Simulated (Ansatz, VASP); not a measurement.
**Cross-check of MnMo between VASP and Ansatz**

Aim: how closely do two programs agree when they are given the same cell, functional and k mesh? The cell is invented: As first built, before any earlier steps moved the atoms: it takes the VMo structure with some of its atoms replaced by other elements, volume scaled by an estimate. It may not be a known or stable phase.

Method: plane waves, with VASP 6.6.1 beside it; zone-centre phonons at revPBE with D4, in Ansatz 0.2.0.

**1. The structure**

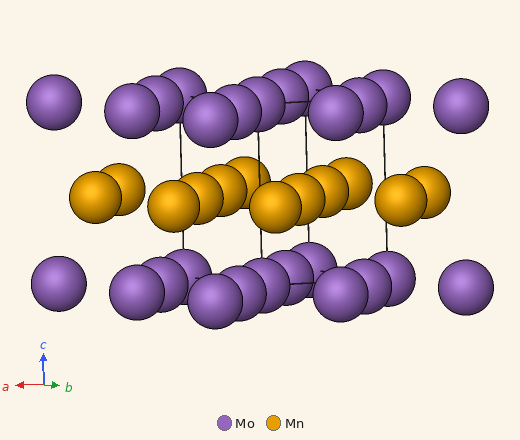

Start, viewed from a free direction; molybdenum purple, manganese orange. 2×2×1 cells are drawn. This picture shows the conventional cell, with its axes. Some periodic images of atoms are drawn too.

**2. Ansatz: zone-centre phonons, revPBE with D4**

Ansatz runs on its default PAW (the set named soft_2) files.

Second derivatives magnify differences that forces hide, and they need a tight electronic threshold.

input.yaml

```yaml
crystal:
  lattice:
    - [1.5558438702, -2.1376863683, 0.0]
    - [1.5558438702, 2.1376863683, 0.0]
    - [0.0, 0.0, 4.1071736208]
  atoms:
    - { symbol: Mo, position: [0.0, 0.0, 0.0], spin: 1.0 }
    - { symbol: Mn, position: [0.5, 0.5, 0.5], spin: 4.0 }
hamiltonian:
  xc: revpbe
  pseudopotentials: { kind: paw }
  dispersion: d4
magnetization:
  spin_polarized: true
kpoints:
  mp_grid: { grid: [8, 8, 5] }
scf:
  occupations: { method: methfessel_paxton, width: 0.2 }
phonons:
  method: dfpt
  qpoints: [[0, 0, 0]]
```

On the command line:

```bash
$ ansatz run input.yaml --threads 4 --pin off --max-ram 9216MiB --backend cpu --events-out ev --progress --plain --runs-dir out
```

Numbers of over 12 decimals in the logs are rounded to 6 here.

The log of the run:

```text
zone centre: on kpoints.mp_grid the ground state, and the responses unless they are solved on pairs of k-points, stand on 63 of the mesh's 320 k-points, reduced under 8 symmetry operations, with k and −k counted as one. Each operation leaves every solved displacement unchanged or reverses it
Engine: ansatz 0.2.0, aarch64-unknown-linux-gnu
Pseudopotentials: kind: paw
Pseudopotential: Mo, paw, valence charge 14, recommended cutoff 420 eV (normal), Mo.paw.azcp
Pseudopotential: Mn, paw, valence charge 15, recommended cutoff 420 eV (normal), Mn.paw.azcp
Functional definition: revPBE
  parameter kappa = 1.245
  parameter beta = 0.066725
  exchange = pbe_x(kappa = kappa, mu = beta*pi^2/3)
  correlation = pbe_c(beta = beta)
Crystal: 2 atoms, lattice volume = 27.320 Å³
Basis set: ecut = 420 eV, 539 PW (Γ), exchange–correlation on 36×36×60 points (8 copies of the dense FFT grid, shifted against one another)
Bands: 21, of which v1, the nominal top of the filled ones, is band 15 counted from 1 (14 counted from 0)
Symmetry: 8 space group operations
Space group: Cmmm (ITA 65), of the structure as read, at distance tolerance 3.0e-5 Å
Magnetic group: BNS 65.481 (UNI 579), of the structure as read, at distance tolerance 3.0e-5 Å
k-points: 63 of 320
Non-local potential: Mo, projectors of the file, l = 0: 3, l = 1: 2, l = 2: 2, l = 3: 1
Non-local potential: Mn, projectors of the file, l = 0: 3, l = 1: 2, l = 2: 3, l = 3: 1
PAW form: soft (Blöchl's): semilocal exchange-correlation on the pseudo side does not see the compensation charge
PAW frozen core: Mo, regenerated for the run's functional, and the local potential with it (the file was generated under x = pbe(κ = 0.804, μ = 0.219515), c = pbe(β = 0.066725))
PAW frozen core: Mn, regenerated for the run's functional, and the local potential with it (the file was generated under x = pbe(κ = 0.804, μ = 0.219515), c = pbe(β = 0.066725))
PAW one-centre angular grid: Mo, 590 points (default); XC on 64 Gauss nodes
PAW one-centre angular grid: Mn, 590 points (default); XC on 64 Gauss nodes
Initial density: superposition of atomic densities (chi_scale 0.1, normalization cell)
Starting moments: Σ|m| = 5 μB on 2 of 2 sites
Initial wavefunctions: pseudopotential atomic-orbital guess
Functional: x = revpbe(κ = 1.245, μ = 0.219515), c = pbe(β = 0.066725)
SCF 1 converged in 17 iterations: F = -8864.399164 eV  dr2 = 8.71e-9
  greatest PAW one-centre occupation: 1.000 electrons in one spin orbital (limit 2), on the Mn atom at site 1 (counted from 0), in its partial waves of l = 0
Bands: 20, of which v1, the nominal top of the filled ones, is band 15 counted from 1 (14 counted from 0)
Initial density: read from a saved state, or passed on in memory by an earlier SCF of this step, an earlier step, the calling program or the single point that the run made first
Stability of the state it starts from, as read at its close in the collinear treatment: not read, because cold or Methfessel-Paxton smearing, or corrected tetrahedra, fill the levels in a way that the test cannot read (fill_not_monotonic); its run was given moments
Starting moments: Σ|m| = 1.96 μB on 2 of 2 sites; this step starts from the density that it was given
iter 1 solved again at ethr=9.09e-8 eV; its pass at ethr=3.10e-3 eV (dr2=2.64e-5 eV) is discarded
SCF iter   1: F=—  HF=-8864.399161 eV  |F-HF|=—  |Δ(HF+E_count)|=         —  Δρ=5.90e-6 (↑5.90e-6 ↓4.33e-6)  dr2=1.91e-8  dr2_m=2.71e-9  M=1.401 μB ∫|m|=2.105 μB  β_m=0.30  ethr=9.09e-8  ⟨swp⟩=3.0  Hψ=17289  notcnv=0
preconditioner: auto → none  [metal: Δε(μ)=0.011 eV  Ē_g=5.214 eV  σ=0.200 eV  W_gap=0.05  n_scr=6 (ndim 8)  ℏωp=25.6 eV  f_vac=0.000  D(μ)=2.46/eV (n_scr^D=30)]
SCF iter   2: F=—  HF=-8864.399164 eV  |F-HF|=—  |Δ(HF+E_count)|=   2.57e-6  S|Δr|=    0.00e0  Δρ=1.57e-5 (↑1.57e-5 ↓1.18e-5)  dr2=2.92e-7  dr2_m=1.89e-9  M=1.401 μB ∫|m|=2.105 μB  β_m=0.30  ethr=6.57e-11  ⟨swp⟩=2.0  Hψ=4205  notcnv=0
SCF iter   3: F=—  HF=-8864.399164 eV  |F-HF|=—  |Δ(HF+E_count)|=   1.73e-8  S|Δr|=    0.00e0  Δρ=2.76e-6 (↑2.60e-6 ↓2.76e-6)  dr2=1.69e-9  dr2_m=1.40e-9  M=1.401 μB ∫|m|=2.105 μB  β_m=0.44  ethr=6.57e-11  ⟨swp⟩=2.0  Hψ=3273  notcnv=0
SCF iter   4: F=—  HF=-8864.399164 eV  |F-HF|=—  |Δ(HF+E_count)|=   1.75e-9  S|Δr|=    0.00e0  Δρ=2.81e-6 (↑2.81e-6 ↓1.22e-6)  dr2=3.36e-9  dr2_m=4.90e-10  M=1.401 μB ∫|m|=2.105 μB  β_m=0.44  ethr=5.84e-12  ⟨swp⟩=2.5  Hψ=3981  notcnv=0
SCF iter   5: F=—  HF=-8864.399164 eV  |F-HF|=—  |Δ(HF+E_count)|=  1.64e-10  S|Δr|=    0.00e0  Δρ=1.57e-6 (↑1.57e-6 ↓4.47e-7)  dr2=1.02e-9  dr2_m=1.61e-10  M=1.401 μB ∫|m|=2.105 μB  β_m=0.60  ethr=5.84e-12  ⟨swp⟩=1.5  Hψ=2718  notcnv=0
SCF iter   6: F=—  HF=-8864.399164 eV  |F-HF|=—  |Δ(HF+E_count)|=  1.82e-11  S|Δr|=    0.00e0  Δρ=6.09e-7 (↑6.09e-7 ↓5.09e-7)  dr2=3.02e-11  dr2_m=7.33e-11  M=1.401 μB ∫|m|=2.105 μB  β_m=0.79  ethr=3.51e-12  ⟨swp⟩=1.0  Hψ=2523  notcnv=0
SCF iter   7: F=—  HF=-8864.399164 eV  |F-HF|=—  |Δ(HF+E_count)|=  4.18e-11  S|Δr|=    0.00e0  Δρ=7.05e-7 (↑7.05e-7 ↓2.11e-7)  dr2=1.99e-10  dr2_m=3.72e-11  M=1.401 μB ∫|m|=2.105 μB  β_m=0.79  ethr=1.00e-12  ⟨swp⟩=5.1  Hψ=10334  notcnv=0
SCF iter   8: F=—  HF=-8864.399164 eV  |F-HF|=—  |Δ(HF+E_count)|=  5.46e-12  S|Δr|=    0.00e0  Δρ=3.00e-7 (↑3.00e-7 ↓9.06e-8)  dr2=2.15e-11  dr2_m=6.30e-12  M=1.401 μB ∫|m|=2.105 μB  β_m=0.82  ethr=1.00e-12  ⟨swp⟩=1.1  Hψ=2541  notcnv=0
SCF iter   9: F=-8864.399164 eV  HF=-8864.399164 eV  |F-HF|=9.09e-12  |Δ(HF+E_count)|=  5.46e-12  S|Δr|=    0.00e0  Δρ=1.17e-7 (↑1.17e-7 ↓6.51e-8)  dr2=7.10e-12  dr2_m=8.64e-13  M=1.401 μB ∫|m|=2.105 μB  ethr=1.00e-12  ⟨swp⟩=4.9  Hψ=9425  notcnv=0
SCF 2 converged in 9 iterations: F = -8864.399164 eV  dr2 = 7.10e-12
this state was not tested for a lower state beside it, because cold or Methfessel-Paxton smearing, or corrected tetrahedra, fill the levels in a way that the test cannot read (fill_not_monotonic; see scf.lower_state_search)
DFPT response loops at Γ: preconditioner auto → Kerker (q_TF=auto, 2.756 Å⁻¹) (partly filled bands, converged f_vac=0.000); β = 1.00, the filter's whole step (`scf.mixing.beta` (0.30) is not read by the response loops under this deck's `scf.mixing.preconditioner`; to damp them name `kerker` or `kerker_dos`, under which they read `scf.mixing.beta`, and type it under 1.00, their step now; both keys bind the ground state too); Broyden in place of MSR1
SCF converged after 9 iterations
Magnetization: 1.4009 μB (15.2004 up, 13.7996 down)
Absolute magnetization: 2.1050 μB (∫|ρ↑−ρ↓|, with the PAW one-centre terms)
Spin contamination: 0.1711 ħ² per cell (⟨S²⟩ above its minimum at these occupations)
Per-site moments (μB) at R_I (Å): [(-0.247668, 1.062768), (1.714018, 1.062768)]
Free energy (F): -8864.399164 eV
Harris-Foulkes:  -8864.399164 eV  (|F-HF|=9.09e-12)
Internal energy: -8864.395481 eV  (E = F + TS)
E sigma→0 (E₀):  -8864.398243 eV
Entropy (-TS):   -0.003682 eV (-1.841 meV/atom)
Fermi energy:    19.955023 eV
Step filling:    the computed levels leave a gap of 0.0014 eV = 0.0 smearing widths at the electron count; against every level under it full and every level over it empty, smearing changes F+E_penalty+E_count by -2.349 meV and its σ→0 estimate by -1.428 meV
--- Per-component energies (eV) ---
  E_band       = -229.402449
  E_kinetic    = 747.976556
  E_local      = -2508.761968  (includes V_loc(G=0)·N_el)
  E_nonlocal   = 381.331953
  E_hartree    = 982.893410
  E_xc         = -298.655285
  E_vxc        = -376.196091  (∫ρ·V_xc dr)
  E_paw        = -4508.060343  (= ΣΔE_a)
  E_vpaw       = -439.539653  (= ΣTr[D̂ρ^β])
  E_aug_tail   = 0.000046  (compensation charges beyond the density's cutoff)
  E_ewald      = -3659.499080
  E_disp       = -1.519650  (pairwise vdW)
  E_core_change = -0.101120  (= ΣΔE_core)
  E_smearing   = -0.003682  (= −TS)
  E_closure    = -0.000000  (closes the sum)
  Σ components = -8864.399164   (vs F -8864.399164, Δ=0.00e0)
--- Band table (eV; the first three rows and the last of 126) ---
  k-point 0 ↑: bands = [... 11 lower, 18.0523, 18.6396, 18.6466, 19.4590, 19.8777, 21.8755, 22.2872, 22.6686, ... 1 higher]
  k-point 1 ↑: bands = [... 11 lower, 18.3513, 18.4300, 18.6630, 19.4445, 19.5223, 20.8747, 22.1348, 22.5892, ... 1 higher]
  k-point 2 ↑: bands = [... 11 lower, 17.9520, 18.4166, 18.9912, 19.0399, 19.4213, 19.5350, 21.7508, 21.9023, ... 1 higher]
  k-point 62 ↓: bands = [... 11 lower, 18.5091, 18.7496, 20.3865, 20.5286, 21.3270, 22.2331, 25.0874, 26.3921, ... 1 higher]
--- Phonons (Γ-DFPT): 6 representative perturbations + reference, on 63 of 320 k-points (Σ response iterations 18) ---
  k mesh reduced under 8 symmetry operations, with k and −k counted as one. Each operation leaves every solved displacement unchanged or reverses it
  ASR residual: 1.067e-4 → 0.000e0 eV/Å²; symmetrization residual: 5.887e-6 eV/Å²
  pairwise dispersion correction: d4 (s6 = 1.0, s8 = 1.7467653, s9 = 1.0, a1 = 0.536349, a2_bohr = 3.07261485), with the weights of each atom's references fixed at the reference crystal's, and the forces and stress that the weights' published response gives there kept as a pressure on the atom's counted neighbours (hamiltonian.dispersion)
  ASR residual per site (eV/Å²): 3.74e-5 1.07e-4
  Γ frequencies (cm⁻¹): 0.00 0.00 0.00 153.51 170.65 290.01
  non-analytic LO–TO correction: not included (Born effective charges unavailable; polar crystals: no LO–TO splitting at Γ)
--- Phonons (arbitrary-q DFPT): 1 explicit q-point ---
  q = [0, 0, 0] (of the zone-centre solve; hermiticity 1.09e-6, symmetrization 4.20e-14): -0.00 0.00 0.00 153.51 170.65 290.01
  sum rule: each row above includes the acoustic sum rule's correction from the zone centre's row sums; it moved no ω² by more than (0.73 cm⁻¹)²
```

Elapsed: 46 s, on 4 threads of Arm Neoverse N1, shared host; peak memory 0.5 GiB.

(Part 1 of 2 ends here.)

[Lines on the potential files, build, host, timing and source positions are cut from VASP's logs without a mark.]

[Logs are printed without paths, hosts, clocks, repeated set-up lines and the standing remarks that a program may print on its own settings, such as how far it seeks lower states.]

[Hosts, paths, dates, database ids (printed as entryN), source tags and the programs' standing remarks are cut or masked in the printed files.]
